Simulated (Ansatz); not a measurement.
# Pressure series in Cu3N

The reference is Cu$_{3}$N (space group Pm-3m, No. 221; a = 3.7649 Å).

Cell and atoms are relaxed at each pressure.

All numbers come from PBEsol (Ansatz, a quantum-chemistry and plane-wave program), no spin-orbit coupling.

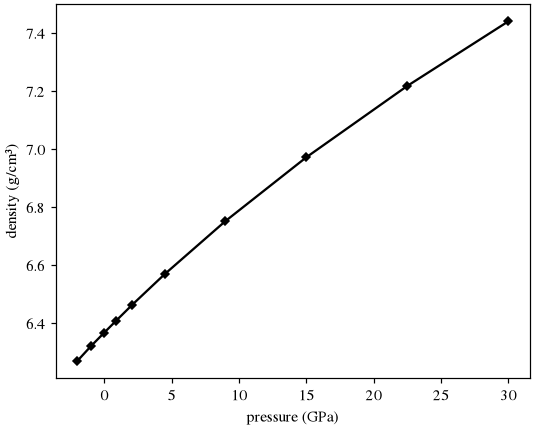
Figure: Density against pressure

Q: From the plot, what is the density for pressure 30 GPa?

A: About 7.44 g/cm³.

Q: Is the trend monotonic over the range shown?

A: Yes, it rises throughout, spanning 6.27 g/cm³ to 7.44 g/cm³.

Load acts through the strain it causes; cell and atoms are relaxed under it. Whether these cells are dynamically stable was not tested. Competing high-pressure phases were not computed. All final runs are without spin polarisation.
